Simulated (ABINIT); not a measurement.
# NbInO4 (P2/c): a self-consistent loop beyond G0W0, cycle by cycle

How far does self-consistency move the gap of NbInO4 (P2/c)?

Calculated with ABINIT 10.8.3; LDA and many-body steps on it, plane waves.

**The experiments to reproduce.**

- Gap 4.7 eV: direct gap from Elliott-Toyozawa fit; diffuse reflectance; 300 K; powder (“Accurate Determination of the Band-Gap Energy of the Rare-Earth Niobate Series”, 2024, arxiv:2401.13477).

## (1) The starting structure

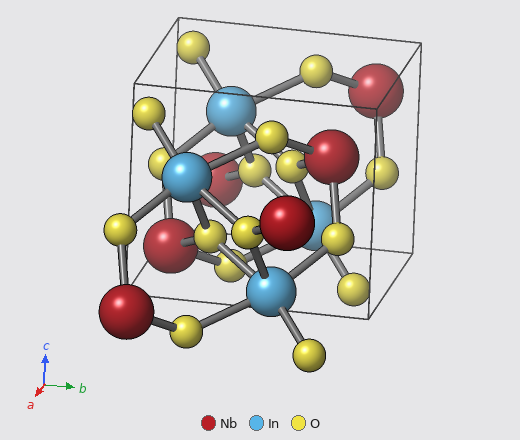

Start, viewed slightly off an axis; niobium red, indium blue, oxygen yellow. 2×1×1 cells are drawn. Some periodic images of atoms are drawn too.

The cell and positions come from the Crystallography Open Database and are kept as given unless a step says otherwise.

## (2) Empty states on the mesh, 2×2×2 mesh, 208 bands

This step: ABINIT 10.8.3; DFT, LDA, plane waves, norm-conserving pseudopotentials.

The sums over transitions need many empty states on a uniform mesh; this step solves for them.

The input, run.abi:

```
acell 3*1.0 Angstrom
rprim 
  4.835500000000 0.000000000000 -0.000000000000
  0.000000000000 5.770900000000 0.000000000000
  -0.101444525800 0.000000000000 5.142999611900
ntypat 3
znucl 41 49 8
natom 12
typat 1 1 2 2 3 3 3 3 3 3 3 3
xred 
  0.000000000000 0.177900000000 0.250000000000
  0.000000000000 0.822100000000 0.750000000000
  0.500000000000 0.682500000000 0.250000000000
  0.500000000000 0.317500000000 0.750000000000
  0.260000000000 0.618000000000 0.901000000000
  0.740000000000 0.618000000000 0.599000000000
  0.740000000000 0.382000000000 0.099000000000
  0.260000000000 0.382000000000 0.401000000000
  0.217000000000 0.898000000000 0.438000000000
  0.783000000000 0.898000000000 0.062000000000
  0.783000000000 0.102000000000 0.562000000000
  0.217000000000 0.102000000000 0.938000000000
pp_dirpath "pseudos"
pseudos "Nb.upf, In.upf, O.upf"
ecut 42
ngkpt 2 2 2
nshiftk 1
shiftk 0 0 0
kptopt 1
chksymbreak 0
iscf -2
irdden 1
istwfk *1
nband 208
nbdbuf 18
tolwfr 1e-09
nstep 60
prtvol 0
indata_prefix "in"
outdata_prefix "out"
tmpdata_prefix "tmp"
```

Launch:

```
OMP_NUM_THREADS=2 mpirun -n 8 abinit run.abi > log
```

Numbers of over 12 decimals in the logs are rounded to 6 here.

Log:

```text
.Version 10.8.3 of ABINIT. v10.8.2 released Aug 2026.

 Symmetries : space group P2/c (# 13); Bravais mP (primitive monocl.)
[... echo of the input left out ...]
== DATASET  1 ==================================================================
-   mpi_nproc: 8, omp_nthreads: 2 (-1 if OMP is not activated)

--- !DatasetInfo
iteration_state: {dtset: 1, }
dimensions: {natom: 12, nkpt: 8, mband: 208, nsppol: 1, nspinor: 1, nspden: 1, mpw: 12604, }
cutoff_energies: {ecut:  42.0, pawecutdg:  -1.0, }
[...]
2.00154    2.00778    2.03367    2.05222    2.05366    2.06466    2.07204    2.07753
   2.08756    2.10436    2.11615    2.13000    2.13035    2.14818    2.15450    2.16197
 prteigrs : prtvol=0 or 1, do not print more k-points.

== END DATASET(S) ==============================================================
================================================================================

 -outvars: echo values of variables after computation  --------
            nband         208
             nkpt           8
          spgroup          13
 [... the other variables as echoed above ...]

 Calculation completed.
```

Run time: 73 s. Hardware: 8 MPI ranks of Arm Neoverse V2, shared host; peak memory 0.96 GiB.

This step gave:

| Property | Result |
| --- | --- |
| gap | 3.324 eV |
| k of the valence top | 0.5, 0, 0 |
| k of the conduction bottom | 0, 0.5, 0 |
| least direct gap | 3.370 eV |
| k points computed | 8 |
| lowest point of the top converged band, above the valence top | 48.11 eV |

On this mesh the gap is 3.324 eV.

The density comes from a self-consistent run that is not shown.

## (3) Screening, 2×2×2 mesh, 190 bands, screening to 106.1 eV

The RPA dielectric matrix is built and inverted for each q.

This step: RPA screening on LDA, plane waves, norm-conserving pseudopotentials.

run.abi: that of step 2 with these lines changed.

```diff
@@ -30,10 +30,11 @@
 chksymbreak 0
-iscf -2
-irdden 1
 istwfk *1
-nband 208
-nbdbuf 18
-tolwfr 1e-09
-nstep 60
-prtvol 0
+occopt 1
+irdwfk 1
+optdriver 3
+nband 190
+ecuteps 3.9
+inclvkb 2
+awtr 1
+symchi 1
 indata_prefix "in"
```

Launch:

```
OMP_NUM_THREADS=1 mpirun -n 16 abinit run.abi > log
```

Log:

```text
.Version 10.8.3 of ABINIT. v10.8.2 released Aug 2026.

 Symmetries : space group P2/c (# 13); Bravais mP (primitive monocl.)
[... echo of the input left out ...]
== DATASET  1 ==================================================================
-   mpi_nproc: 16, omp_nthreads: 1 (-1 if OMP is not activated)

--- !DatasetInfo
iteration_state: {dtset: 1, }
dimensions: {natom: 12, nkpt: 8, mband: 190, nsppol: 1, nspinor: 1, nspden: 1, mpw: 12604, }
cutoff_energies: {ecut:  42.0, pawecutdg:  -1.0, }
electrons: {nelect:   1.16000000E+02, charge:   0.00000000E+00, occopt:   1.00000000E+00, tsmear:   1.00000000E-02, }

 SCREENING: Calculation of the susceptibility and dielectric matrices

 Based on a program developped by R.W. Godby, V. Olevano, G. Onida, and L. Reining.
 Incorporated in ABINIT by V. Olevano, G.-M. Rignanese, and M. Torrent.
.Using double precision arithmetic ; gwpc =  8

[... cell and pseudopotentials left out ...]
--------------------------------------------------------------------------------

 ==== K-mesh for the wavefunctions ====
 Number of points in the irreducible wedge :     8
[... list of points left out ...]
 Together with  4 symmetry operations and time-reversal symmetry
 yields     8 points in the full Brillouin Zone.

 ==== Q-mesh for the screening function ====
 Number of points in the irreducible wedge :     8
[... list of points left out ...]
 Together with  4 symmetry operations and time-reversal symmetry
 yields     8 points in the full Brillouin Zone.

 setmesh: FFT mesh size selected  =    36x   45x   40
          total number of points  =        64800

 vcoul_init : cutoff-mode = AUXILIARY_FUNCTION
 q-points for optical limit:   1
     1)      0.000010    0.000020    0.000030

- screening: taking advantage of time-reversal symmetry
- Maximum band index for partially occupied states nbvw = 58
- Remaining bands to be divided among processors   nbcw = 132
- Number of bands treated by each node ~8

 Number of electrons calculated from density =  116.0000; Expected =  116.0000
 average of density, n =  0.119773
 r_s =    1.2585
 omega_plasma =   33.3838 [eV]

 calculating chi0 at frequencies [eV] :
  1    0.000000E+00    0.000000E+00
  2    0.000000E+00    3.338379E+01

--------------------------------------------------------------------------------
  q-point number  1        q = ( 0.000000, 0.000000, 0.000000) [r.l.u.]
--------------------------------------------------------------------------------
[... chi0 elements left out ...]
 For q-point:  0.000010 0.000020 0.000030
  dielectric constant =   5.4052
  dielectric constant without local fields =   5.8374

  Average fulfillment of the sum rule on Im[epsilon] for q-point    1 :     47.56  [%]
[... wings left out ...]
  q-point number  2        q = ( 0.500000, 0.000000, 0.000000) [r.l.u.]
--------------------------------------------------------------------------------
[... chi0 elements left out ...]
  Average fulfillment of the sum rule on Im[epsilon] for q-point    2 :     52.73  [%]

 [... 6 further q-points ...]
```

Elapsed: 1.7 min, on 16 MPI ranks; peak memory 13 GiB; 27 min of CPU time.

Numbers from this step:

```
ε∞ with local fields, on this mesh, along the program's q direction : 5.405
the same without local fields                                       : 5.837
plasma frequency                                                    : 33.38 eV
plane waves in the screening matrix                                 : 361
```

Local fields lower ε∞ by 7 %. On a Γ-centred mesh this coarse the value itself is usually too large, while a short band sum pulls it down.

## (4) G0W0

The self-energy is evaluated for the states that the input lists, and the levels follow from it, in one-shot runs by the linearised quasiparticle equation.

This step: G0W0 on LDA, plane waves, norm-conserving pseudopotentials.

run.abi: that of step 3 with these lines changed.

```diff
@@ -33,8 +33,19 @@
 irdwfk 1
-optdriver 3
+optdriver 4
 nband 190
+gwcalctyp 0
+ecutsigx 42
+symsigma 1
+nkptgw 3
+kptgw 
+  0.5000000000 0.0000000000 0.0000000000
+  0.0000000000 0.5000000000 0.0000000000
+  0.0000000000 0.0000000000 0.0000000000
+bdgw 
+  57 61
+  57 60
+  57 60
 ecuteps 3.9
-inclvkb 2
-awtr 1
-symchi 1
+irdscr 1
+ppmodel 1
 indata_prefix "in"
```

Log:

```text
.Version 10.8.3 of ABINIT. v10.8.2 released Aug 2026.

 Symmetries : space group P2/c (# 13); Bravais mP (primitive monocl.)
[... echo of the input left out ...]
== DATASET  1 ==================================================================
-   mpi_nproc: 16, omp_nthreads: 1 (-1 if OMP is not activated)

--- !DatasetInfo
iteration_state: {dtset: 1, }
dimensions: {natom: 12, nkpt: 8, mband: 190, nsppol: 1, nspinor: 1, nspden: 1, mpw: 12604, }
cutoff_energies: {ecut:  42.0, pawecutdg:  -1.0, }
electrons: {nelect:   1.16000000E+02, charge:   0.00000000E+00, occopt:   1.00000000E+00, tsmear:   1.00000000E-02, }

 SIGMA: Calculation of the GW corrections

 Based on a program developped by R.W. Godby, V. Olevano, G. Onida, and L. Reining.
 Incorporated in ABINIT by V. Olevano, G.-M. Rignanese, and M. Torrent.
.Using double precision arithmetic ; gwpc =  8

[... cell and pseudopotentials left out ...]
--------------------------------------------------------------------------------

 ==== K-mesh for the wavefunctions ====
 Number of points in the irreducible wedge :     8
[... list of points left out ...]
 Together with  4 symmetry operations and time-reversal symmetry
 yields     8 points in the full Brillouin Zone.

 ==== Q-mesh for screening function ====
 Number of points in the irreducible wedge :     8
[... list of points left out ...]
 Together with  4 symmetry operations and time-reversal symmetry
 yields     8 points in the full Brillouin Zone.

 vcoul_init : cutoff-mode = AUXILIARY_FUNCTION
 q-points for optical limit:   1
     1)      0.000010    0.000020    0.000030
 setmesh: FFT mesh size selected  =    54x   64x   60
          total number of points  =       207360

 Number of electrons calculated from density =  116.0000; Expected =  116.0000
 average of density, n =  0.119773
 r_s =    1.2585
 omega_plasma =   33.3838 [eV]

 === KS Band Gaps ===
  >>>> For spin  1
   Minimum direct gap =   3.3699 [eV], located at k-point      :   0.0000  0.5000  0.0000
   Fundamental gap    =   3.3236 [eV], Top of valence bands at :   0.5000  0.0000  0.0000
                                       Bottom of conduction at :   0.0000  0.5000  0.0000
 SIGMA fundamental parameters:
 PLASMON POLE MODEL  1
 number of plane-waves for SigmaX                12583
 number of plane-waves for SigmaC and W            361
 number of plane-waves for wavefunctions         12583
 number of bands                                   190
 number of independent spin polarizations            1
 number of spinorial components                      1
 number of k-points in IBZ                           8
 number of q-points in IBZ                           8
 number of symmetry operations                       4
 number of k-points in BZ                            8
 number of q-points in BZ                            8
 number of frequencies for dSigma/dE                 9
 frequency step for dSigma/dE [eV]                0.25
 number of omega for Sigma on real axis              0
 max omega for Sigma on real axis  [eV]           0.00
 zcut for avoiding poles [eV]                     0.10

 EPSILON^-1 parameters (SCR file):
 dimension of the eps^-1 matrix on file            361
 dimension of the eps^-1 matrix used               361
 number of plane-waves for wavefunctions         12583
 number of bands                                   190
 number of q-points in IBZ                           8
 number of frequencies                               2
 number of real frequencies                          1
 number of imag frequencies                          1

 matrix elements of self-energy operator (all in [eV])

 Perturbative Calculation

--- !SelfEnergy_ee
iteration_state: {dtset: 1, }
kpoint     : [   0.500,    0.000,    0.000, ]
spin       : 1
KS_gap     :    3.918
QP_gap     :    5.770
Delta_QP_KS:    1.851
data: !SigmaeeData |
     Band     E0 <VxcDFT>   SigX SigC(E0)      Z dSigC/dE  Sig(E)    E-E0       E
       57   5.149 -19.492 -24.602   5.083   0.780  -0.282 -19.513  -0.021   5.128
       58   5.394 -19.746 -24.905   5.149   0.782  -0.279 -19.754  -0.008   5.386
       59   9.313 -17.626 -11.314  -4.056   0.817  -0.224 -15.783   1.843  11.156
       60   9.360 -17.686 -11.419  -3.845   0.817  -0.223 -15.706   1.980  11.340
       61   9.360 -17.274 -11.419  -3.845   0.817  -0.223 -15.631   1.644  11.004

--- !SelfEnergy_ee
iteration_state: {dtset: 1, }
kpoint     : [   0.000,    0.500,    0.000, ]
spin       : 1
KS_gap     :    3.370
QP_gap     :    5.098
Delta_QP_KS:    1.728
data: !SigmaeeData |
     Band     E0 <VxcDFT>   SigX SigC(E0)      Z dSigC/dE  Sig(E)    E-E0       E
       57   5.053 -19.382 -24.375   4.965   0.781  -0.280 -19.404  -0.022   5.031
[...]
--- !SelfEnergy_ee
iteration_state: {dtset: 1, }
kpoint     : [   0.000,    0.000,    0.000, ]
spin       : 1
KS_gap     :    3.624
QP_gap     :    5.367
Delta_QP_KS:    1.744
data: !SigmaeeData |
     Band     E0 <VxcDFT>   SigX SigC(E0)      Z dSigC/dE  Sig(E)    E-E0       E
[...]
58   5.278 -19.664 -24.772   5.099   0.781  -0.280 -19.671  -0.007   5.271
       59   8.902 -17.011 -11.396  -3.505   0.823  -0.215 -15.274   1.737  10.638
       60   9.339 -17.140 -11.734  -3.375   0.823  -0.216 -15.469   1.670  11.009

== END DATASET(S) ==============================================================
================================================================================

 -outvars: echo values of variables after computation  --------
           etotal      0.0000000000E+00
            nband         190
             nkpt           8
          spgroup          13
 [... the other variables as echoed above ...]

 Calculation completed.
```

The job ended after 13 s (16 MPI ranks; peak memory 4.5 GiB; 3.5 min of CPU time).

Numbers from this step:

```yaml
g0w0_gap_on_the_points_computed: 5.098 eV
starting_gap_on_the_mesh: 3.324 eV
k_of_the_valence_top: 0, 0.5, 0
k_of_the_conduction_bottom: 0, 0.5, 0
z_at_the_valence_top: 0.786
z_at_the_conduction_bottom: 0.825
least_direct_g0w0_gap_on_the_computed_points: 5.098 eV
```

The gap on the mesh goes from 3.32 eV to 5.10 eV, a correction of +1.77 eV.

## (5) evGW0, cycle 1

This step: evGW0 on LDA, plane waves, norm-conserving pseudopotentials.

run.abi: that of step 4 with these lines changed.

```diff
@@ -35,14 +35,24 @@
 nband 190
-gwcalctyp 0
+gwcalctyp 10
 ecutsigx 42
 symsigma 1
-nkptgw 3
+nkptgw 8
 kptgw 
+  0.0000000000 0.0000000000 0.0000000000
   0.5000000000 0.0000000000 0.0000000000
   0.0000000000 0.5000000000 0.0000000000
-  0.0000000000 0.0000000000 0.0000000000
+  0.5000000000 0.5000000000 0.0000000000
+  0.0000000000 0.0000000000 0.5000000000
+  0.5000000000 0.0000000000 0.5000000000
+  0.0000000000 0.5000000000 0.5000000000
+  0.5000000000 0.5000000000 0.5000000000
 bdgw 
-  57 61
-  57 60
-  57 60
+  35 70
+  35 70
+  35 70
+  35 70
+  35 70
+  35 70
+  35 70
+  35 70
 ecuteps 3.9
```

Log:

```text
.Version 10.8.3 of ABINIT. v10.8.2 released Aug 2026.

 Symmetries : space group P2/c (# 13); Bravais mP (primitive monocl.)
[... echo of the input left out ...]
== DATASET  1 ==================================================================
-   mpi_nproc: 16, omp_nthreads: 1 (-1 if OMP is not activated)

--- !DatasetInfo
iteration_state: {dtset: 1, }
dimensions: {natom: 12, nkpt: 8, mband: 190, nsppol: 1, nspinor: 1, nspden: 1, mpw: 12604, }
cutoff_energies: {ecut:  42.0, pawecutdg:  -1.0, }
electrons: {nelect:   1.16000000E+02, charge:   0.00000000E+00, occopt:   1.00000000E+00, tsmear:   1.00000000E-02, }

 SIGMA: Calculation of the GW corrections

 Based on a program developped by R.W. Godby, V. Olevano, G. Onida, and L. Reining.
 Incorporated in ABINIT by V. Olevano, G.-M. Rignanese, and M. Torrent.
.Using double precision arithmetic ; gwpc =  8

[... cell and pseudopotentials left out ...]
--------------------------------------------------------------------------------

 ==== K-mesh for the wavefunctions ====
 Number of points in the irreducible wedge :     8
[... list of points left out ...]
 Together with  4 symmetry operations and time-reversal symmetry
 yields     8 points in the full Brillouin Zone.

 ==== Q-mesh for screening function ====
 Number of points in the irreducible wedge :     8
[... list of points left out ...]
 Together with  4 symmetry operations and time-reversal symmetry
 yields     8 points in the full Brillouin Zone.

 vcoul_init : cutoff-mode = AUXILIARY_FUNCTION
 q-points for optical limit:   1
     1)      0.000010    0.000020    0.000030
 setmesh: FFT mesh size selected  =    54x   64x   60
          total number of points  =       207360

 Number of electrons calculated from density =  116.0000; Expected =  116.0000
[...]
spin       : 1
KS_gap     :    3.904
QP_gap     :    5.679
Delta_QP_KS:    1.775
data: !SigmaeeData |
     Band     E_DFT   <VxcDFT>   E(N-1)  <Hhartree>   SigX  SigC[E(N-1)]    Z     dSigC/dE  Sig[E(N)]  DeltaE  E(N)_pert E(N)_diago
[...]
--- !SelfEnergy_ee
iteration_state: {dtset: 1, }
kpoint     : [   0.500,    0.500,    0.500, ]
spin       : 1
KS_gap     :    4.255
QP_gap     :    6.075
Delta_QP_KS:    1.820
data: !SigmaeeData |
     Band     E_DFT   <VxcDFT>   E(N-1)  <Hhartree>   SigX  SigC[E(N-1)]    Z     dSigC/dE  Sig[E(N)]  DeltaE  E(N)_pert E(N)_diago
[...]
69    13.797   -17.543    13.797    31.340   -11.212    -4.014     0.822    -0.217   -15.639     1.904    15.702    16.115
       70    13.797   -17.543    13.797    31.340   -11.212    -4.014     0.822    -0.217   -15.639     1.904    15.702    16.115

 New Fermi energy :        2.984647E-01 Ha ,    8.121638E+00 eV

 === QP Band Gaps ===
  >>>> For spin  1
   Minimum direct gap =   5.4606 [eV], located at k-point      :   0.0000  0.5000  0.0000
   Fundamental gap    =   5.4280 [eV], Top of valence bands at :   0.0000  0.5000  0.0000
                                       Bottom of conduction at :   0.0000  0.0000  0.5000

 writing QP data on file : out_QPS

 Convergence of QP corrections
 >>>>> For spin  1 <<<<<
.  kptgw no:  1; Maximum DeltaE = (  -0.297   0.010) for band index: 36
.  kptgw no:  2; Maximum DeltaE = (  -0.356   0.010) for band index: 36
.  kptgw no:  3; Maximum DeltaE = (  -0.254   0.002) for band index: 36
[...]
.  kptgw no:  7; Maximum DeltaE = (  -0.253   0.005) for band index: 35
.  kptgw no:  8; Maximum DeltaE = (   1.990  -0.001) for band index: 33

== END DATASET(S) ==============================================================
================================================================================

 -outvars: echo values of variables after computation  --------
           etotal      0.0000000000E+00
            nband         190
             nkpt           8
          spgroup          13
 [... the other variables as echoed above ...]

 Calculation completed.
```

It took 3.2 min on 16 MPI ranks; peak memory 21 GiB; 50 min of CPU time.

Numbers from this step:

```yaml
quasiparticle_gap_on_the_mesh: 5.428 eV
gap_of_the_density_functional_on_the_mesh: 3.324 eV
k_of_the_valence_top: 0, 0.5, 0
k_of_the_conduction_bottom: 0, 0, 0.5
z_at_the_valence_top: 0.786
z_at_the_conduction_bottom: 0.826
least_direct_quasiparticle_gap_on_the_computed_points: 5.46 eV
```

Against G0W0 in ABINIT (2×2×2 mesh, 190 bands, screening to 106.1 eV, Godby-Needs plasmon pole), the gap moves by +0.330 eV. This first cycle still uses the starting levels; it takes the full correction, at all points of the mesh, and its linearised value is 5.079 eV.

## (6) evGW0, cycle 2

The corrected levels of the last cycle go back in.

run.abi: that of step 5 with these lines changed.

```diff
@@ -60,2 +60,3 @@
 ppmodel 1
+irdqps 1
 indata_prefix "in"
```

Log:

```text
.Version 10.8.3 of ABINIT. v10.8.2 released Aug 2026.

 Symmetries : space group P2/c (# 13); Bravais mP (primitive monocl.)
[... echo of the input left out ...]
== DATASET  1 ==================================================================
-   mpi_nproc: 16, omp_nthreads: 1 (-1 if OMP is not activated)

--- !DatasetInfo
iteration_state: {dtset: 1, }
dimensions: {natom: 12, nkpt: 8, mband: 190, nsppol: 1, nspinor: 1, nspden: 1, mpw: 12604, }
cutoff_energies: {ecut:  42.0, pawecutdg:  -1.0, }
[...]
.  kptgw no:  3; Maximum DeltaE = (   0.052   0.004) for band index: 36
[...]
.  kptgw no:  7; Maximum DeltaE = (  -0.151  -0.000) for band index: 31
.  kptgw no:  8; Maximum DeltaE = (  -0.183  -0.001) for band index: 34

== END DATASET(S) ==============================================================
================================================================================

 -outvars: echo values of variables after computation  --------
           etotal      0.0000000000E+00
            nband         190
             nkpt           8
          spgroup          13
 [... the other variables as echoed above ...]

 Calculation completed.
```

The job ended after 3.2 min (16 MPI ranks; peak memory 21 GiB; 51 min of CPU time).

Numbers from this step:

```yaml
quasiparticle_gap_on_the_mesh: 5.281 eV
gap_of_the_density_functional_on_the_mesh: 3.324 eV
k_of_the_valence_top: 0, 0.5, 0
k_of_the_conduction_bottom: 0, 0, 0.5
least_direct_quasiparticle_gap_on_the_computed_points: 5.324 eV
```

Against the cycle before, the gap moves by −0.147 eV.

[end of part 1 of 3]

[Paths, hosts, dates, memory and timing lines, banners, echoed tables and standing remarks are left out of the program output.]

[Logs are printed without paths, hosts, clocks, repeated set-up lines and the standing remarks that a program may print on its own settings, such as how far it seeks lower states.]

[Runs of the session that timed out or met a known fault of the program may be left out.]

[Hosts, paths, dates, database ids (printed as entryN), source tags and the programs' standing remarks are cut or masked in the printed files.]

[G0W0 gaps are taken among the corrected bands and points alone; a level outside them can change the order at an edge.]

[Where Ansatz stands beside ABINIT at settings called matched, ABINIT's density can come from a denser mesh and the files from another edition; pairs whose starting gaps differed by over 0.03 eV were left out, so agreement reads better than it is.]
